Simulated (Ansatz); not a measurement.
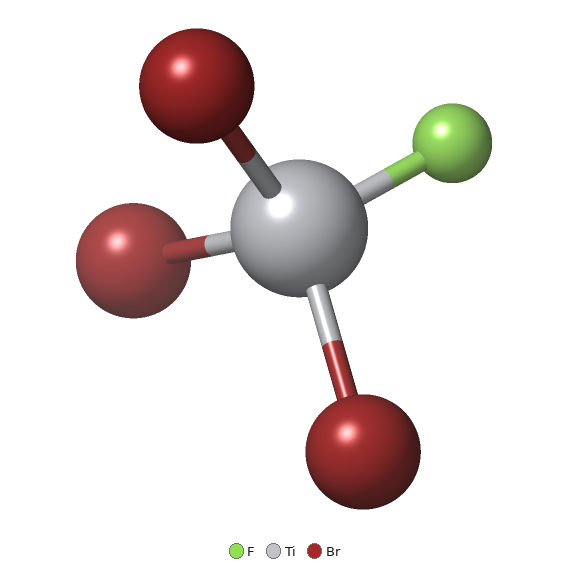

Charge 0, singlet. Computed geometry: PBE0-D4/def2-TZVP optimisation.

What is the coordination number of the metal, and which atoms bind to it?

Answer. Ti binds 4 atoms: 1 F at 1.73 Å, 3 Br at 2.32 Å. The arrangement is tetrahedral.

What are the formal oxidation state of the metal and its number of d electrons?

Answer. Ti(IV), d⁰, counting the ligands as closed-shell ions or neutral donors.
